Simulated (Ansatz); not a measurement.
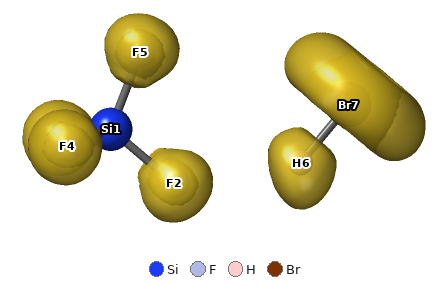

The picture shows: SiF4···HBr. Isosurface of the electron localisation function at 0.8 (yellow), seen across its widest extent. Only the valence region is drawn (cores and ρ < 0.01 e/Å³ removed).

The reactant side of a reaction path; geometry: PBE0-D4/def2-TZVP.

Method: Ansatz, RKS PBE0-D4/def2-TZVPP.

```xyz
7

Si   -0.8648   -0.7440   -0.1626
F     0.5285   -0.6293    0.5454
F    -0.8113   -1.9030   -1.2065
F    -1.9565   -1.0517    0.9094
F    -1.1941    0.5999   -0.8815
H     2.0902    1.1986    0.6399
Br    2.2082    2.5296    0.1561
```

**What do the ELF domains correspond to?**

At this value the surface marks out one region around a hydrogen nucleus, one ring or bowl of non-bonding electrons around Br and four regions wrapped around F (its lone pairs, merged into a ring or cap). Along the contacts the grid gives the following. F2···H6 (2.41 Å): the ELF dips to about 0 between them; a weak contact between the two molecules. Si–F (1.56 Å): the ELF peaks at about 0.85 in the valence shell of F, 0.6 Å from its nucleus, and is about 0.50 at the midpoint.
